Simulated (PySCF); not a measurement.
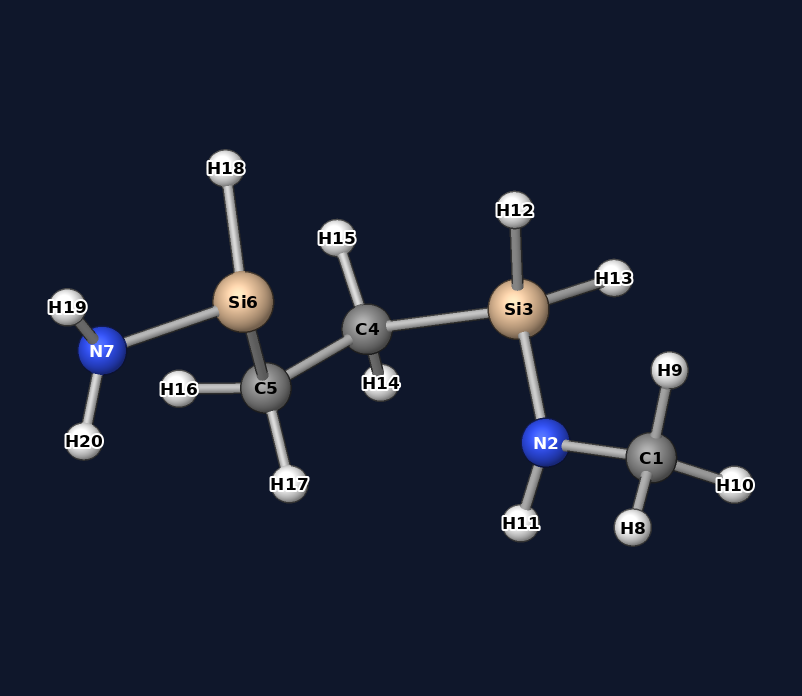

The questions are on Mulliken spin populations. The species is neutral and a spin doublet. Computed geometry: GFN2-xTB optimisation. No frequency run is at hand to confirm it as a minimum. Level of theory: UKS B3LYP, pcH-1 on C H N Si, non-relativistic (PySCF 2.14.0).

### Which atom carries the largest spin population?

Si6 (0.75 e).

### Which atom has the lowest spin population?

H19 (−0.01 e).

List the Mulliken spin populations.

| atom | value (e) |
| --- | --- |
| C1 | 0.00 |
| N2 | 0.01 |
| Si3 | 0.02 |
| C4 | 0.00 |
| C5 | 0.03 |
| Si6 | 0.75 |
| N7 | 0.14 |
| H8 | 0.00 |
| H9 | 0.00 |
| H10 | 0.00 |
| H11 | 0.00 |
| H12 | 0.00 |
| H13 | 0.00 |
| H14 | 0.00 |
| H15 | 0.00 |
| H16 | 0.02 |
| H17 | 0.00 |
| H18 | 0.05 |
| H19 | −0.01 |
| H20 | 0.00 |

Mulliken values depend strongly on the basis set. The geometry is semi-empirical. Around Si such bond lengths and angles can be off by a tenth of an ångström or more and by several degrees, and values that hang on the shape move with them.
